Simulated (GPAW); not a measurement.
# A 8-layer slab of Nb(100): simulated STM images

Aim: Tersoff-Hamann images of a 8-layer slab of Nb(100) at several biases.

Main program and level: GPAW 26.7.0; GPAW, PAW setups; slab in vacuum, relaxation, in the first sound run; inputs show where later runs differ.

**1. Starting point**

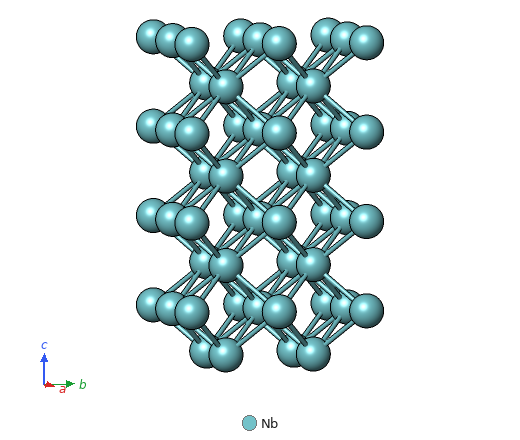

The cell as given, from the side, with the c axis up (niobium teal). 2×2×1 cells are drawn. Some periodic images of atoms are drawn too.

The cell holds 8 atoms: 8 Nb. Cell: a = 3.300 Å, b = 3.300 Å, c = 25.550 Å, α = 90.0°, β = 90.0°, γ = 90.0°. Vacuum lies along c.

**2. Relaxation**

Forces are removed first; all later runs use this geometry. The lowest 4 atoms are held at bulk positions and keep their forces.

run.py reads:

```python
import json
import numpy as np
from ase import Atoms
from ase.constraints import FixAtoms
from ase.optimize import BFGS
from gpaw import GPAW, PW

slab = Atoms(
    ['Nb', 'Nb', 'Nb', 'Nb', 'Nb', 'Nb', 'Nb', 'Nb'],
    positions=[
        [1.65000, 1.65000, 7.00000],
        [0.00000, 0.00000, 8.65000],
        [1.65000, 1.65000, 10.30000],
        [0.00000, 0.00000, 11.95000],
        [1.65000, 1.65000, 13.60000],
        [0.00000, 0.00000, 15.25000],
        [1.65000, 1.65000, 16.90000],
        [0.00000, 0.00000, 18.55000]],
    cell=[[3.3, 0.0, 0.0], [0.0, 3.3, 0.0], [0.0, 0.0, 25.55]],
    pbc=[True, True, False])

slab.calc = GPAW(mode=PW(400), xc='PBE', kpts={'size': (10, 10, 1), 'gamma': True},
                 occupations={'name': 'fermi-dirac', 'width': 0.1}, nbands='160%',
                 convergence={'density': 1e-05}, maxiter=200,
                 poissonsolver={'dipolelayer': 'xy'},
                 symmetry={'tolerance': 1e-3, 'extra_ids': [1, 1, 1, 1, 0, 0, 0, 0]}, txt='slab.txt')
result = {}
slab.set_constraint(FixAtoms([0, 1, 2, 3]))
path = []
opt = BFGS(slab, maxstep=0.2)
opt.attach(lambda: path.append((slab.get_potential_energy(), slab.positions.tolist(), slab.get_forces().tolist())))
result['relaxed'] = bool(opt.run(fmax=0.03, steps=40))
result['path'] = path
energy = slab.get_potential_energy()
fermi = slab.calc.get_fermi_level()
v = slab.calc.get_electrostatic_potential().mean((0, 1)) - fermi
n = slab.calc.get_pseudo_density().mean((0, 1))
L = slab.cell[2, 2]
z = np.arange(len(v)) * L / len(v)
low, high = slab.positions[:, 2].min(), slab.positions[:, 2].max()
below, above = np.interp([low - 4.8, high + 4.8], z, v)
slopes = [np.interp(x, z, np.gradient(v, z)) for x in (low - 4.8, high + 4.8)]
eps = np.array([[slab.calc.get_eigenvalues(k, s) for k in range(len(slab.calc.get_ibz_k_points()))]
                for s in range(slab.calc.get_number_of_spins())]) - fermi
top, bottom = eps[eps < 0].max(), eps[eps > 0].min()
dipole = slab.get_dipole_moment()[2]
print(f'energy {energy:.4f} eV, Fermi level {fermi:.4f} eV, dipole {dipole:.5f} e A')
print(f'potential 4.8 A off the faces, from the Fermi level: lower {below:.4f} eV, upper {above:.4f} eV')
print(f'slope of the potential there: lower {slopes[0]:.5f}, upper {slopes[1]:.5f} eV/A')
print(f'nearest levels on the mesh: {top:.4f} and {bottom:.4f} eV')
print('magnetic moment', round(slab.get_magnetic_moment(), 3))
result.update(energy=energy, fermi=fermi, dipole=dipole, below=below, above=above, slopes=slopes, edges=[top, bottom],
              z=z.tolist(), v=v.tolist(), n=n.tolist(), positions=slab.positions.tolist(),
              forces=slab.get_forces(apply_constraint=False).tolist(), moments=slab.get_magnetic_moments().tolist())
json.dump(result, open('result.json', 'w'))
```

Started as:

```bash
$ OMP_NUM_THREADS=1 OPENBLAS_NUM_THREADS=1 python run.py
```

The log of the run:

```text
Step          Energy          fmax
BFGS:    0      -79.463320        1.090567
BFGS:    1      -79.494893        0.975206
BFGS:    2      -79.575418        0.426060
BFGS:    3      -79.580412        0.156055
BFGS:    4      -79.581598        0.140712
BFGS:    5      -79.585061        0.093275
BFGS:    6      -79.585210        0.083314
BFGS:    7      -79.586490        0.101308
BFGS:    8      -79.586708        0.104166
BFGS:    9      -79.587893        0.073101
BFGS:   10      -79.588311        0.025874
energy -79.4235 eV, Fermi level 4.2988 eV, dipole 0.00725 e A
potential 4.8 A off the faces, from the Fermi level: lower 3.7403 eV, upper 3.6153 eV
slope of the potential there: lower -0.00354, upper 0.00300 eV/A
nearest levels on the mesh: -0.0047 and 0.0345 eV
magnetic moment 0.0
```

It took 53 min on 1 thread of Arm Neoverse V2, shared host; peak memory 0.37 GiB.

Relaxation path:

```
step  energy less that of the first step (eV)  largest force (eV/Å)
   1                                   0.0000                1.0906
   2                                  -0.0331                0.9752
   3                                  -0.1259                0.4261
   4                                  -0.1284                0.1561
   5                                  -0.1298                0.1407
   6                                  -0.1341                0.0933
   7                                  -0.1342                0.0833
   8                                  -0.1360                0.1013
   9                                  -0.1364                0.1042
  10                                  -0.1383                0.0731
  11                                  -0.1390                0.0259
```

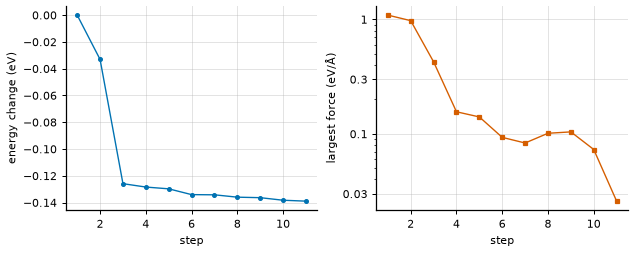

Energy and largest force along the relaxation.

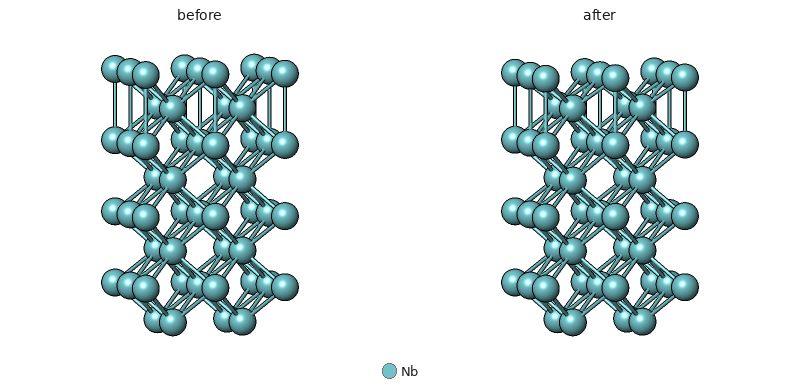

Before and after, at one scale.

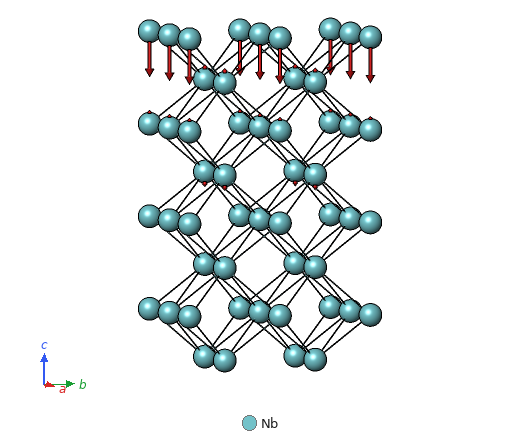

Displacements in the relaxation, exaggerated; the longest in the cell stands for 0.18 Å. 2×2×1 cells are drawn. Some periodic images of atoms are drawn too.

The atoms that moved most (Å):

```
atom     dx     dy      dz  length
 Nb8  0.000  0.000  -0.175   0.175
 Nb5  0.000  0.000  -0.029   0.029
 Nb7  0.000  0.000   0.024   0.024
 Nb6  0.000  0.000   0.020   0.020
```

Final coordinates:

```cif
data_structure
_symmetry_space_group_name_H-M 'P 1'
_symmetry_Int_Tables_number 1
_cell_length_a 3.3000
_cell_length_b 3.3000
_cell_length_c 25.5500
_cell_angle_alpha 90.000
_cell_angle_beta 90.000
_cell_angle_gamma 90.000
_cell_volume 278.24
loop_
_atom_site_label
_atom_site_type_symbol
_atom_site_fract_x
_atom_site_fract_y
_atom_site_fract_z
_atom_site_occupancy
Nb1 Nb 0.50000 0.50000 0.27397 1
Nb2 Nb 0.00000 0.00000 0.33855 1
Nb3 Nb 0.50000 0.50000 0.40313 1
Nb4 Nb 0.00000 0.00000 0.46771 1
Nb5 Nb 0.50000 0.50000 0.53117 1
Nb6 Nb 0.00000 0.00000 0.59765 1
Nb7 Nb 0.50000 0.50000 0.66239 1
Nb8 Nb 0.00000 0.00000 0.71917 1
```

This step gave:

```yaml
dipole_along_the_normal: 0.007246 e·Å
levels_nearest_the_fermi_level_on_the_mesh: -0.004736, 0.03453 eV from the Fermi level
upper_work_function: 3.615 eV
lower_work_function: 3.740 eV
```

The electrostatic potential energy of an electron (without an applied field's), less the Fermi level, planar mean oscillates, so the rows of the table below give means over windows of 1.6 Å about each position, cut where the curve ends. Its maxima inside the range that stand out by 2 % of the span (Å: eV): 7.9: -6.36, 9.5: -6.35, 11.2: -6.39, 12.8: -6.64, 14.4: -5.77, 16.1: -6.33, 17.7: -9.41. Its minima: 7.0: -17.4, 8.6: -17.0, 10.3: -17.1, 11.9: -17.0, 13.5: -16.9, 15.2: -17.0, 16.9: -17.2, 18.3: -17.6.

The electrostatic potential energy of an electron (without an applied field's), less the Fermi level, planar mean by z; means over each step:

```
z (Å)  electrostatic potential energy of an electron (without an applied field's), less the Fermi level, planar mean (eV)
 0.80                                                                                                                3.73
 2.40                                                                                                                3.74
 4.00                                                                                                                3.63
 5.60                                                                                                               0.804
 7.20                                                                                                               -11.6
 8.80                                                                                                               -11.5
10.40                                                                                                               -11.6
12.00                                                                                                               -11.6
13.60                                                                                                               -11.5
15.20                                                                                                               -11.5
16.80                                                                                                               -12.0
18.40                                                                                                               -11.8
20.00                                                                                                                1.87
21.60                                                                                                                3.56
23.20                                                                                                                3.61
24.80                                                                                                                3.62
```

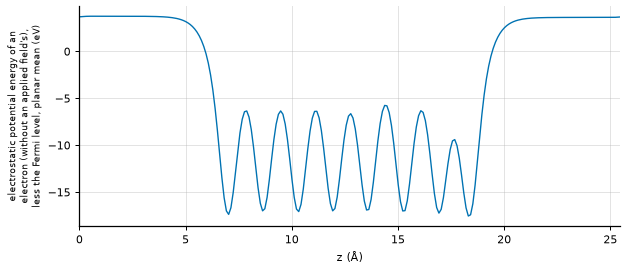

Electrostatic potential energy of an electron (without an applied field's), less the Fermi level, planar mean against z.

The pseudo valence density, planar mean oscillates, so the rows of the table below give means over windows of 1.7 Å about each position, cut where the curve ends. Its maxima inside the range that stand out by 2 % of the span (Å: e/Å³): 7.0: 1.13, 8.7: 1.13, 10.2: 1.13, 11.9: 1.16, 13.6: 1.14, 15.3: 1.14, 17.0: 1.13, 18.3: 1.14. Its minima: 7.9: 0.413, 9.4: 0.414, 11.1: 0.402, 12.8: 0.414, 14.5: 0.378, 16.2: 0.408, 17.7: 0.520.

Pseudo valence density, planar mean against z; means over each step:

```
z (Å)  pseudo valence density, planar mean (e/Å³)
 0.85                                      3.9e-6
 2.55                                      1.4e-4
 4.25                                     0.00459
 5.95                                       0.228
 7.65                                       0.727
 9.35                                       0.733
11.05                                       0.735
12.75                                       0.752
14.45                                       0.705
16.15                                       0.736
17.85                                       0.826
19.55                                       0.170
21.25                                     0.00334
22.95                                      9.4e-5
```

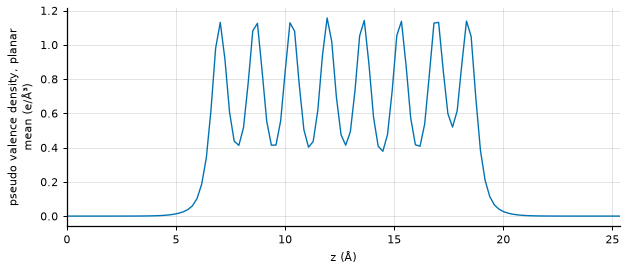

Pseudo valence density, planar mean against z.

The relaxation lowered the energy of the cell by 0.139 eV (energies extrapolated to zero smearing; the optimiser's log prints free energies). The largest force left on a free atom is 0.026 eV/Å.

**3. The slab's potential**

The work function is the vacuum plateau of the electrostatic potential less the Fermi level; a dipole layer lets the two faces have plateaus of their own.

This step: GPAW, PAW setups; slab in vacuum (GPAW 26.7.0).

Changes to run.py since step 2:

```diff
@@ -3,4 +3,3 @@
 from ase import Atoms
-from ase.constraints import FixAtoms
-from ase.optimize import BFGS
+from ase.dft.stm import STM
 from gpaw import GPAW, PW
@@ -14,6 +13,6 @@
         [0.00000, 0.00000, 11.95000],
-        [1.65000, 1.65000, 13.60000],
-        [0.00000, 0.00000, 15.25000],
-        [1.65000, 1.65000, 16.90000],
-        [0.00000, 0.00000, 18.55000]],
+        [1.65000, 1.65000, 13.57141],
+        [0.00000, -0.00000, 15.26998],
+        [1.65000, 1.65000, 16.92401],
+        [0.00000, -0.00000, 18.37486]],
     cell=[[3.3, 0.0, 0.0], [0.0, 3.3, 0.0], [0.0, 0.0, 25.55]],
@@ -25,10 +24,4 @@
                  poissonsolver={'dipolelayer': 'xy'},
-                 symmetry={'tolerance': 1e-3, 'extra_ids': [1, 1, 1, 1, 0, 0, 0, 0]}, txt='slab.txt')
+                 symmetry={'tolerance': 1e-3}, txt='slab.txt')
 result = {}
-slab.set_constraint(FixAtoms([0, 1, 2, 3]))
-path = []
-opt = BFGS(slab, maxstep=0.2)
-opt.attach(lambda: path.append((slab.get_potential_energy(), slab.positions.tolist(), slab.get_forces().tolist())))
-result['relaxed'] = bool(opt.run(fmax=0.03, steps=40))
-result['path'] = path
 energy = slab.get_potential_energy()
@@ -54,2 +47,16 @@
               forces=slab.get_forces(apply_constraint=False).tolist(), moments=slab.get_magnetic_moments().tolist())
+
+# Images need the states of the whole zone, up to time reversal
+slab.calc = slab.calc.fixed_density(symmetry={'point_group': False}, txt='states.txt', nbands='280%',
+                                    convergence={'bands': 'CBM+2.3'})
+stm = STM(slab)
+result['stm'] = []
+for bias in [-1.5, 2.0]:
+    height = high + 3.5
+    current = stm.get_averaged_current(bias, height)
+    x, y, h = stm.scan(bias, current)
+    i, f = divmod(height / L * stm.ldos.shape[2], 1)
+    I = abs((1 - f) * stm.ldos[:, :, int(i)] + f * stm.ldos[:, :, int(i) + 1])
+    print(f'bias {bias} V: mean current at 3.5 A {current:.4e}, corrugation {np.ptp(h):.4f} A')
+    result['stm'].append(dict(bias=bias, current=current, h=(h - high).tolist(), I=I.tolist()))
 json.dump(result, open('result.json', 'w'))
```

The log of the run:

```text
energy -79.4235 eV, Fermi level 4.2989 eV, dipole 0.00751 e A
potential 4.8 A off the faces, from the Fermi level: lower 3.7402 eV, upper 3.6151 eV
slope of the potential there: lower -0.00357, upper 0.00302 eV/A
nearest levels on the mesh: -0.0047 and 0.0345 eV
magnetic moment 0.0
bias -1.5 V: mean current at 3.5 A 2.2007e-04, corrugation 0.0127 A
bias 2.0 V: mean current at 3.5 A 1.3372e-03, corrugation 0.2382 A
```

Elapsed: 17 min, on 1 thread; peak memory 1.1 GiB.

This step gave:

* dipole along the normal: 0.007507 e·Å
* levels nearest the Fermi level on the mesh: -0.004736, 0.03452 eV from the Fermi level
* corrugation -1.5: 0.01273 Å
* corrugation 2: 0.2382 Å

The electrostatic potential energy of an electron (without an applied field's), less the Fermi level, planar mean oscillates, so the rows of the table below give means over windows of 1.6 Å about each position, cut where the curve ends. Its maxima inside the range that stand out by 2 % of the span (Å: eV): 7.9: -6.36, 9.5: -6.35, 11.2: -6.39, 12.8: -6.64, 14.4: -5.77, 16.1: -6.33, 17.7: -9.41. Its minima: 7.0: -17.4, 8.6: -17.0, 10.3: -17.1, 11.9: -17.0, 13.5: -16.9, 15.2: -17.0, 16.9: -17.2, 18.3: -17.6.

The electrostatic potential energy of an electron (without an applied field's), less the Fermi level, planar mean by z; means over each step:

(Unchanged from step 2.)

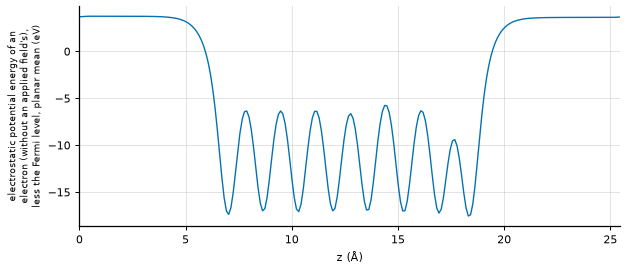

Electrostatic potential energy of an electron (without an applied field's), less the Fermi level, planar mean against z.

The pseudo valence density, planar mean oscillates, so the rows of the table below give means over windows of 1.7 Å about each position, cut where the curve ends. Its maxima inside the range that stand out by 2 % of the span (Å: e/Å³): 7.0: 1.13, 8.7: 1.13, 10.2: 1.13, 11.9: 1.16, 13.6: 1.14, 15.3: 1.14, 17.0: 1.13, 18.3: 1.14. Its minima: 7.9: 0.413, 9.4: 0.414, 11.1: 0.402, 12.8: 0.414, 14.5: 0.378, 16.2: 0.408, 17.7: 0.520.

Table of pseudo valence density, planar mean by z; means over each step:

(Unchanged from step 2.)

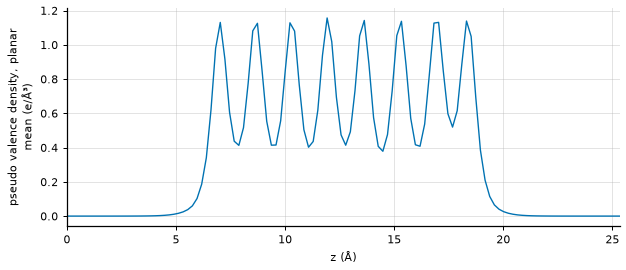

Pseudo valence density, planar mean, plotted against z.

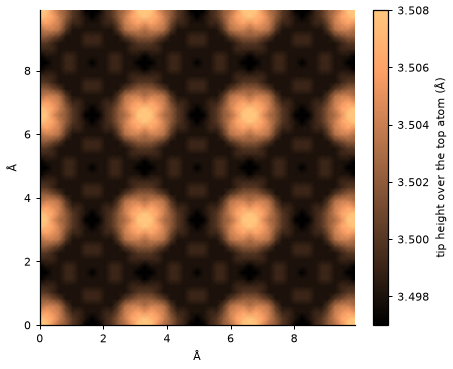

Tip height over the top atom over a1 and a2. Sample bias -1.5 V, constant current at the mean current 3.5 Å over the top atom. The cell is repeated, with its origin at the lower left corner.

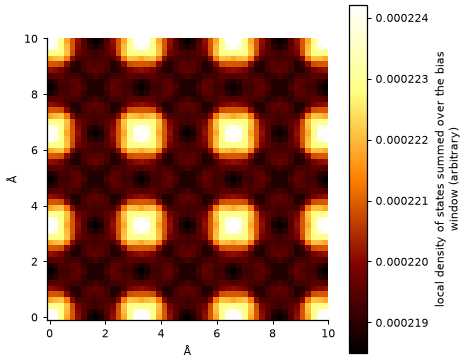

Local density of states summed over the bias window over a1 and a2. Sample bias -1.5 V, constant height 3.5 Å over the top atom. The cell is repeated, with its origin at the lower left corner.

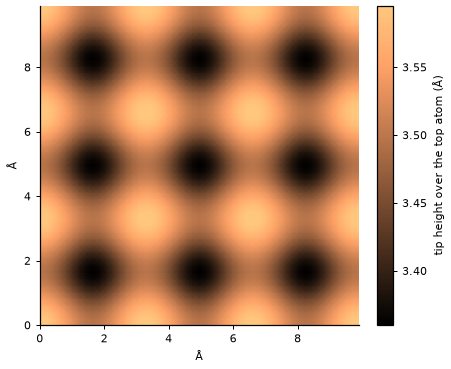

Tip height over the top atom over a1 and a2. Sample bias 2 V, constant current at the mean current 3.5 Å over the top atom. The cell is repeated, with its origin at the lower left corner.

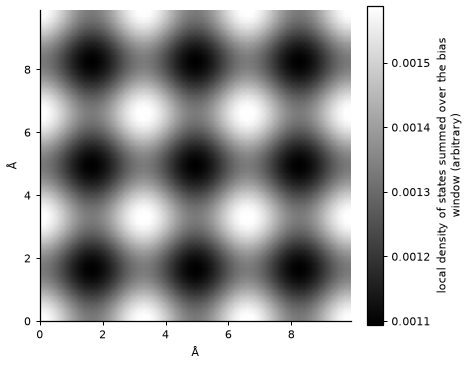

Local density of states summed over the bias window over a1 and a2. Sample bias 2 V, constant height 3.5 Å over the top atom. The cell is repeated, with its origin at the lower left corner.

Force by atom:

```
atom  x (eV/Å)  y (eV/Å)  z (eV/Å)  size
 Nb1      0.00      0.00      1.12  1.12
 Nb2      0.00      0.00     -0.99  0.99
 Nb3      0.00      0.00     -0.48  0.48
 Nb4      0.00      0.00      0.36  0.36
 Nb5      0.00      0.00     -0.03  0.03
 Nb6      0.00      0.00      0.01  0.01
 Nb7      0.00      0.00     -0.01  0.01
 Nb8      0.00      0.00      0.02  0.02
```

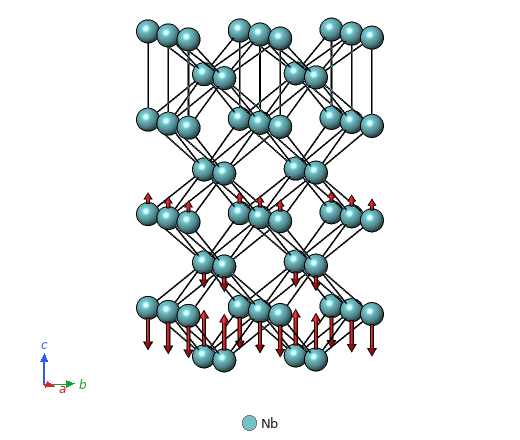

Force as arrows, the longest 1.12 eV/Å. 2×2×1 cells are drawn. Some periodic images of atoms are drawn too.

The potential is flat to 0.004 eV/Å where it is read, so the vacuum is wide enough.

**4. What came out**

```
work function, upper and lower face : 3.615 and 3.740 eV
dipole along the normal             : 0.00751 e Å
corrugation at -1.5 V               : 0.0127 Å
corrugation at 2 V                  : 0.238 Å
```

What this shows: The corrugation at constant current is largest at 2 V, where the tip height varies by 0.24 Å over the cell. Negative sample bias images filled states, positive bias empty ones. The two faces differ by 0.13 eV, the step that the slab's dipole makes (e p/(ε0 A) gives 0.12 eV), so the dipole layer is needed. The lowest atoms were held at bulk positions, which alone makes the faces unlike. The measured value for this face is 3.97 eV (as compiled in "Anisotropic work function of elemental crystals", 2019, arxiv:1902.07811); the relaxed upper face lies 0.35 eV under it with PBE. Measured work functions scatter by a tenth of an eV or more between methods. The images are of Tersoff-Hamann type: an s-wave tip, no tip-sample forces, heights closer than in a microscope. The in-plane lattice was kept as typed, which isn't the functional's own and leaves some strain; spin-orbit coupling and temperature are left out.

[Logs are printed without paths, hosts, clocks, repeated set-up lines and the standing remarks that a program may print on its own settings, such as how far it seeks lower states.]

[Hosts, paths, dates, database ids (printed as entryN), source tags and the programs' standing remarks are cut or masked in the printed files.]
